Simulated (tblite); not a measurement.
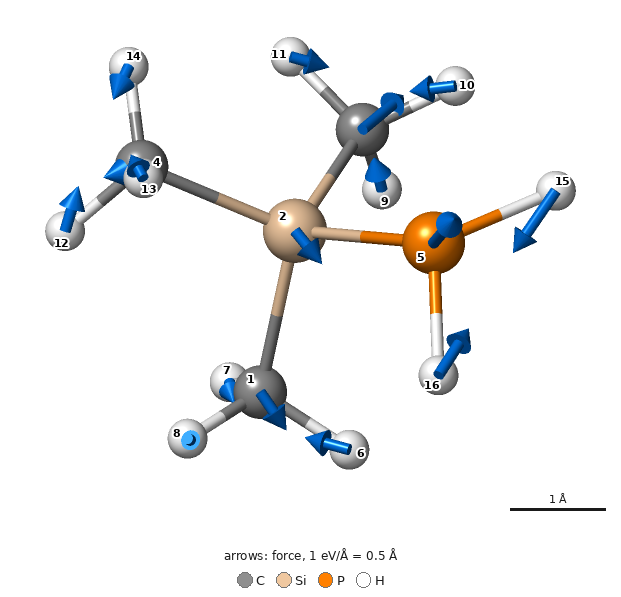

Starting geometry of C3H11PSi with the computed forces as blue arrows. A ball-and-stick model, seen at a tilt.

These are results of GFN2-xTB geometry optimisation, gas phase in tblite, not measurements. 

Q: Is this structure relaxed? If not, where do the atoms go?

A: It isn't relaxed: the largest force vector, on the P atom, is 2.03 eV/Å. The final displacements follow the starting forces only in part (cosine between the two patterns 0.37). The largest move after the best rigid fit is that of an H atom, 1.18 Å. By element the largest moves are H 1.18 Å, P 0.29 Å, C 0.15 Å, Si 0.06 Å. Among the contacts that change: P–Si 2.195 → 2.268 Å, H–P 1.455 → 1.384 Å, C–Si 1.845 → 1.910 Å, C–Si 1.876 → 1.916 Å. Bond angles that change, for instance: H–P–H 113.9° → 92.1°, Si–P–H 111.2° → 94.7°, Si–P–H 106.1° → 94.7°. Groups turn about C–Si by about 50°, C–Si by about 50°, C–Si by about 25°. After 133 geometry steps the energy has fallen by 1.043 eV.
